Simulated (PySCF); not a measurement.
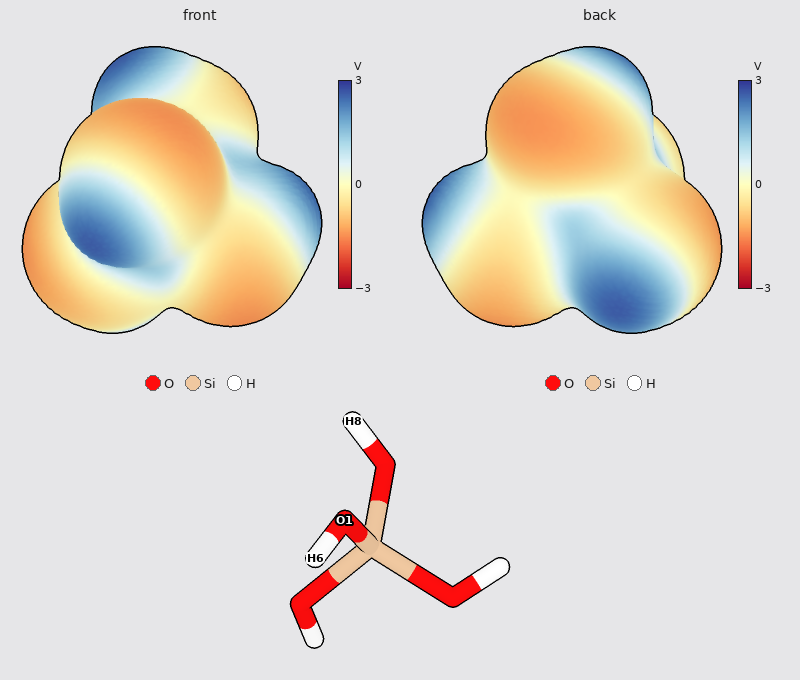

Figure 1: H₄O₄Si (SMILES O[Si](O)(O)O). The molecular electrostatic potential painted on the density surface at 0.002 e/bohr³, seen from the front and from behind; red is negative and blue positive. The bare structure is drawn below in the same view.

Geometry: PBE0-D3(BJ)/def2-SVP.

All numbers below come from wB97X-D/pcSseg-1, SCF density, in a chloroform solvent model, non-relativistic (PySCF).

```csv
atom,x (Å),y (Å),z (Å)
O,-1.0070,0.5487,1.1816
Si,0.0024,-0.0012,0.0006
O,1.2566,-0.9492,0.4945
O,0.6816,1.3338,-0.6858
O,-0.9230,-0.9371,-0.9906
H,-1.7150,-0.0556,1.4242
H,2.0386,-0.4707,0.7852
H,0.1165,2.1114,-0.7122
H,-0.4371,-1.5739,-1.5227
```

### Describe the electrostatic potential map.

The most negative region (about −1.4 V, or −32 kcal/mol for a unit charge) lies over O1, O3, O4 and O5, the most positive (about +2.6 V, or +60 kcal/mol for a unit charge) over H6, H7, H8 and H9.

### What dipole moment does the calculation give?

Its dipole moment is 0.05 D.
